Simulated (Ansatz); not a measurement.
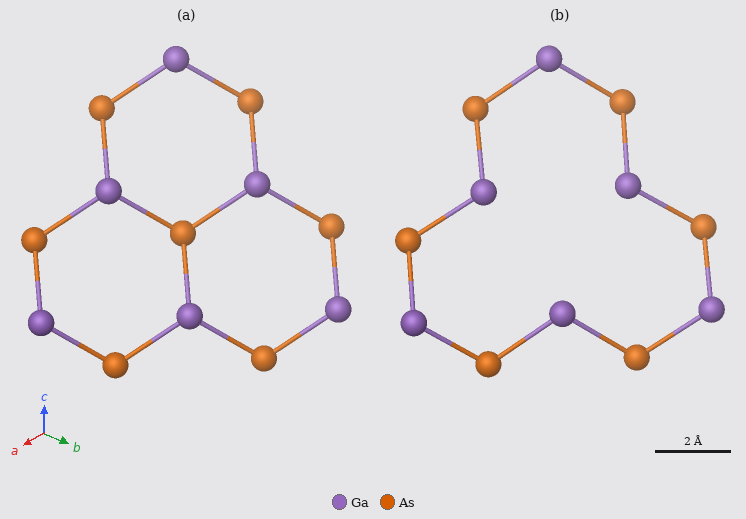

Left: perfect GaAs. Right: the same region with one point defect, after relaxing the atoms in a supercell of 54 sites. A ball-and-stick model of the atoms within 5.4 Å of one point, in a slice 3.4 Å thick across the line of sight, seen from a free direction.

All numbers below come from DFT, PBE, plane-wave PAW, default files, scalar-relativistic (Ansatz). (plane-wave cutoff 420 eV; k-point mesh 2 × 2 × 2; occupations fermi dirac; smearing width 0.01 eV; collinear spin) A uniform background neutralises the charged cell. The axes drawn are those of the host's conventional cell.

Question: Which defect is it?

Answer: An arsenic atom is taken out (a vacancy).

The charge state of the cell is +1.

Question: What does the relaxation do around it?

Answer: Around the empty As site the host had 4 Ga at 2.45 Å; after relaxation the nearest atoms are 4 Ga at 2.38 Å. Of the host's atoms, a gallium atom moves furthest from its site, by 0.07 Å. The cell ends without a net magnetic moment. Relaxing the atoms from the host's sites lowers the energy by 0.09 eV.

Limits of the set-up: the cell is charged, on a uniform background, and energies carry no finite-size correction.
